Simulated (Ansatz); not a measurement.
A series of calculations on Rb16N

### Relaxation

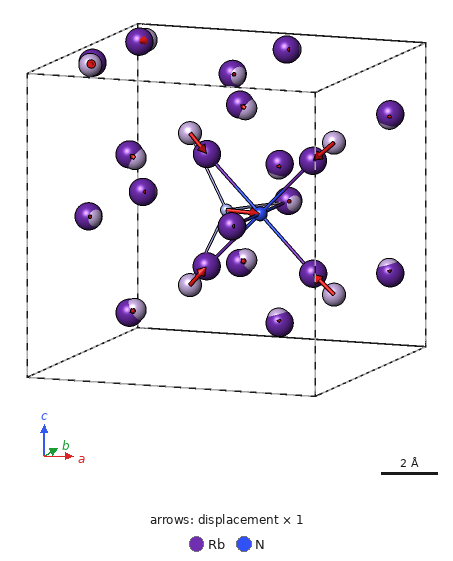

A relaxation of a defect cell of composition Rb16N. The starting structure is drawn faded, the final one solid; red arrows show the displacements, at their true length.

Style: ball-and-stick. Shown: the cell of the calculation, reduced to other axes (origin shifted), slightly off an axis. Lengths and directions refer to the drawn axes.

It is an interstitial N in bcc Rb. The run prepares an end point of a later path (interstitial hop) calculation, from a guessed geometry. The atoms of the start lie slightly off their symmetric places, so part of the fall in energy undoes that.

These are results of Ansatz, DFT PBE, scalar-relativistic, plane waves, PAW, not measurements. Set-up: plane-wave cutoff 420 eV; k-point mesh 2 × 2 × 2; occupations fermi dirac; smearing width 0.1 eV; no spin polarisation; atoms relaxed in a fixed cell; force threshold 0.03 eV/Å; at most 60 steps.

What did the optimiser do to the structure, and how much energy did it gain?

Answer. The energy falls by 1.162 eV per cell of the calculation in 12 accepted moves (13 points after the start). Largest force component: 0.55 eV/Å at the start, 0.016 eV/Å at the end. 1 step only repeated the SCF at the same geometry. The N atom moves most: 1.32 Å along +a. By element the largest moves are N 1.32 Å, Rb 1.09 Å. The cell stays as it was. Among the contacts that change: N–Rb 5.058 → 2.922 Å, N–Rb 5.000 → 2.916 Å, N–Rb 3.136 → 2.857 Å, N–Rb 3.177 → 2.926 Å. New bonds form, among them: N–Rb (5.00 → 2.92 Å), N–Rb (5.06 → 2.92 Å). Bond angles that change, for instance: Rb–N–Rb 127.2° → 179.6°, Rb–N–Rb 126.5° → 89.8°, Rb–N–Rb 102.9° → 89.8°. Cost: 100 s on 4 threads of Intel(R) Xeon(R) Platinum 8488C (Sapphire Rapids), with other jobs on the host, peak memory 3 GiB.

Limits of the set-up: the cell has an odd number of electrons but was run without spin polarisation.

### Relaxation

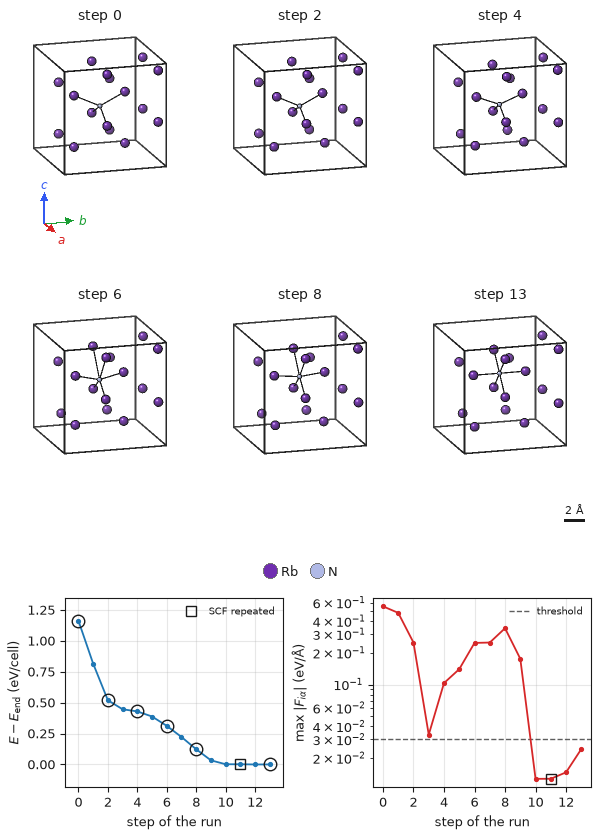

Frames of a relaxation of a defect cell of composition Rb16N, marked on the history of the run. Style: ball-and-stick. Shown: the cell of the calculation (origin shifted), slightly off an axis.

It is an interstitial N in bcc Rb. The run prepares an end point of a later path (interstitial hop) calculation, from a guessed geometry. The atoms of the start lie slightly off their symmetric places, so part of the fall in energy undoes that.

Method: Ansatz 0.2.0, DFT PBE, scalar-relativistic, plane waves, PAW.

Input
```yaml
crystal:
  lattice:
    - [11.18, 0.0, 0.0]
    - [0.0, 11.18, 0.0]
    - [0.0, 0.0, 11.18]
  atoms:
    - { symbol: Rb, position: [0.0, 0.0, 0.0] }
    - { symbol: Rb, position: [0.5, 0.0, 0.0] }
    - { symbol: Rb, position: [0.0, 0.5, 0.0] }
    - { symbol: Rb, position: [0.0, 0.0, 0.5] }
    - { symbol: Rb, position: [0.25, 0.25, 0.25] }
    - { symbol: Rb, position: [0.5, 0.5, 0.0] }
    - { symbol: Rb, position: [0.5, 0.0, 0.5] }
    - { symbol: Rb, position: [0.75, 0.25, 0.25] }
    - { symbol: Rb, position: [0.0, 0.5, 0.5] }
    - { symbol: Rb, position: [0.25, 0.75, 0.25] }
    - { symbol: Rb, position: [0.25, 0.25, 0.75] }
    - { symbol: Rb, position: [0.5, 0.5, 0.5] }
    - { symbol: Rb, position: [0.75, 0.75, 0.25] }
    - { symbol: Rb, position: [0.75, 0.25, 0.75] }
    - { symbol: Rb, position: [0.25, 0.75, 0.75] }
    - { symbol: Rb, position: [0.75, 0.75, 0.75] }
    - { symbol: "N", position: [-0.00476705, 0.75631053, 0.87866794] }
basis:
  ecutwfc: 420.0
kpoints:
  mp_grid: { grid: [2, 2, 2] }
hamiltonian:
  xc: pbe
scf:
  occupations: { method: fermi_dirac, width: 0.1 }
  lower_state_search: "off"
relax:
  f_tol: 0.03
  max_steps: 60
  adjacent_minimum: "off"
output:
  write_density: true
  write_potential: true
  elf: true
  volumetric_format: npy
```

Launched with:
```bash
ansatz run input.yaml --threads 4 --pin off --max-ram 10240MiB --backend cpu --events-out ev --progress --plain --runs-dir out
```

Q: Describe the path.

A: The atom that moves furthest is N17 (1.29 Å along +c). Largest moves by element: N 1.29 Å, Rb 1.11 Å. The lattice vectors keep their values. Near-neighbour distances that change, for instance: Rb10–N17 5.035 → 2.901 Å, Rb13–N17 4.976 → 2.902 Å, Rb3–N17 3.171 → 2.857 Å, Rb15–N17 3.192 → 2.923 Å. New bonds form, among them: Rb10–N17 (5.04 → 2.90 Å), Rb13–N17 (4.98 → 2.90 Å). Bond angles that change, for instance: Rb1–N17–Rb3 128.2° → 179.8°, Rb15–N17–Rb16 125.5° → 90.1°, Rb1–N17–Rb16 104.1° → 90.0°. Over 12 accepted moves (13 points after the start) the energy falls by 1.163 eV per cell of the calculation. Largest force component: 0.55 eV/Å at the start, 0.024 eV/Å at the end. 1 step only repeated the SCF at the same geometry. Cost: 2.1 min on 4 threads of Intel(R) Xeon(R) Platinum 8488C (Sapphire Rapids), with other jobs on the host, peak memory 3 GiB. From step 0 to 2: Rb atoms move most (0.35 Å), energy −0.643 eV per cell of the calculation. From step 2 to 4: Rb10 moves most (0.35 Å), energy −90.5 meV per cell of the calculation. From step 4 to 6: N17 moves most (0.40 Å), energy −0.117 eV per cell of the calculation. From step 6 to 8: N17 moves most (0.33 Å), energy −0.190 eV per cell of the calculation. From step 8 to 13: N17 moves most (0.36 Å), energy −0.123 eV per cell of the calculation.

```
step  E − E(0), meV/atom  largest force component, eV/Å                         note
   0                0.00                         0.5541                             
   1              -20.44                         0.4801                             
   2              -37.85                         0.2506                             
   3              -42.16                         0.0334                             
   4              -43.17                         0.1032                             
   5              -45.60                         0.1400                             
   6              -50.05                         0.2486                             
   7              -55.35                         0.2507                             
   8              -61.20                         0.3429                             
   9              -66.46                         0.1757                             
  10              -68.32                         0.0127                             
  11              -68.32                         0.0127  same geometry, SCF repeated
  12              -68.42                         0.0146                             
  13              -68.41                         0.0244
```

Limits of the set-up: the cell has an odd number of electrons but was run without spin polarisation.

### Path

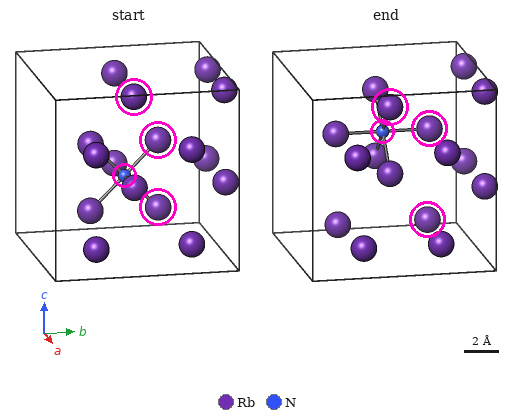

The two relaxed end points of a path for Rb with an interstitial N (17 atoms in the cell). The picture is a ball-and-stick view of the simulation cell (origin moved), seen slightly off an axis. The atoms that move most are ringed. Bonds to atoms that aren't drawn are left out.

These are results of DFT PBE, scalar-relativistic, plane waves, PAW in Ansatz, not measurements.

Input file:
```yaml
crystal:
  lattice:
    - [11.18, 0.0, 0.0]
    - [0.0, 11.18, 0.0]
    - [0.0, 0.0, 11.18]
  atoms:
    - { symbol: Rb, position: [-0.00014706, -0.07334016, -0.06418317] }
    - { symbol: Rb, position: [0.49991914, 0.00332028, 0.01192227] }
    - { symbol: Rb, position: [-0.00013807, 0.55885019, -0.0652294] }
    - { symbol: Rb, position: [-0.00014851, -0.07233213, 0.5643491] }
    - { symbol: Rb, position: [0.21174698, 0.24276959, 0.25020866] }
    - { symbol: Rb, position: [0.49989919, 0.48213887, 0.01085236] }
    - { symbol: Rb, position: [0.49991853, 0.00324329, 0.4886992] }
    - { symbol: Rb, position: [0.78805409, 0.24277227, 0.2502086] }
    - { symbol: Rb, position: [-0.00014016, 0.5579377, 0.56566448] }
    - { symbol: Rb, position: [0.24434064, 0.74211945, 0.25030983] }
    - { symbol: Rb, position: [0.24514859, 0.2421574, 0.75023689] }
    - { symbol: Rb, position: [0.49989864, 0.48218443, 0.48973524] }
    - { symbol: Rb, position: [0.75546668, 0.7420973, 0.25030921] }
    - { symbol: Rb, position: [0.7546839, 0.24219824, 0.75023669] }
    - { symbol: Rb, position: [0.25553168, 0.74315357, 0.75065491] }
    - { symbol: Rb, position: [0.74445363, 0.74316225, 0.75065208] }
    - { symbol: "N", position: [-5.278e-05, 0.74366457, 0.75000594] }
basis:
  ecutwfc: 420.0
kpoints:
  mp_grid: { grid: [2, 2, 2] }
hamiltonian:
  xc: pbe
scf:
  occupations: { method: fermi_dirac, width: 0.1 }
  lower_state_search: "off"
neb:
  images: 5
  f_tol: 0.05
  initial_path: linear
  max_iterations: 53
  final_atoms:
    - { symbol: Rb, position: [-0.00027133, 0.00566868, -0.00609727] }
    - { symbol: Rb, position: [0.49972656, -0.0046162, -0.0063852] }
    - { symbol: Rb, position: [-0.00026332, 0.49468328, -0.0061242] }
    - { symbol: Rb, position: [-0.00029298, -0.0052394, 0.49226127] }
    - { symbol: Rb, position: [0.26129406, 0.25030583, 0.25462299] }
    - { symbol: Rb, position: [0.49971388, 0.50536976, -0.00613833] }
    - { symbol: Rb, position: [0.49972522, -0.03894739, 0.49208742] }
    - { symbol: Rb, position: [0.73816084, 0.25031842, 0.25461445] }
    - { symbol: Rb, position: [-0.00027639, 0.50607079, 0.4921325] }
    - { symbol: Rb, position: [0.18349931, 0.75051139, 0.17677049] }
    - { symbol: Rb, position: [0.26127496, 0.25049316, 0.73061719] }
    - { symbol: Rb, position: [0.4997159, 0.53970877, 0.49186295] }
    - { symbol: Rb, position: [0.81603217, 0.75052611, 0.17683769] }
    - { symbol: Rb, position: [0.73816322, 0.25049354, 0.73060253] }
    - { symbol: Rb, position: [0.18481871, 0.75034886, 0.80874806] }
    - { symbol: Rb, position: [0.81443428, 0.75035242, 0.80875323] }
    - { symbol: "N", position: [-0.00022214, 0.7502625, 0.99350218] }
  order_check: true
```

Command:
```bash
ansatz run input.yaml --threads 4 --pin off --max-ram 10240MiB --backend cpu --events-out ev --progress --plain --runs-dir out
```

> What barrier does the band find between them, and by what path?

The two ends have nearly the same energy, and the highest point, image 3, lies 0.44 eV above the start. The N atom travels furthest, 2.72 Å from end to end, along +c, on a straight line. At the highest image its nearest neighbour (Rb) is 2.72 Å away, against 2.86 Å at the start, and the surrounding atoms stand up to 0.15 Å off the mean of their end positions. The band converged in 5 iterations, with a climbing image at the top.

Energies of the converged images:

```
image  path (Å)  E (eV)
    0      0.00   0.000
    1      0.76   0.101
    2      1.52   0.354
    3      2.28   0.444
    4      3.05   0.351
    5      3.81   0.095
    6      4.58   0.001
```

The geometry at the top of the path:

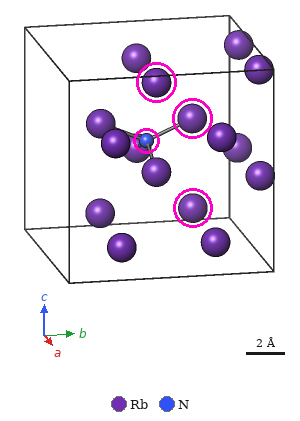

Limits of the set-up: the cell has an odd number of electrons but was run without spin polarisation.

Cost: 7.2 min on 4 threads of Intel(R) Xeon(R) Platinum 8488C (Sapphire Rapids) (shared host), peak memory 5.7 GiB.
